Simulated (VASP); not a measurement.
Band structure of ZrO$_{2}$ (fluorite). All values below come from PBE GGA, VASP's PBE PAW potentials (set 64) (plane waves; VASP 6.6.1).

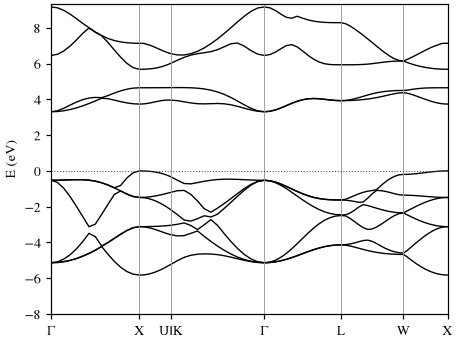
Figure: Bands along high-symmetry lines, zero at the valence-band maximum or, without a gap, the Fermi level

Q: Read the plot: is there a gap, and where are the band edges?

A: The gap is indirect, 3.31 eV, from the valence maximum at X to the conduction minimum at Γ. (Edges off the drawn lines would not show.)

The compound is ZrO2 in the fluorite structure, the high-temperature cubic form, which is unstable at 0 K; the monoclinic form is the stable one. It was relaxed first.
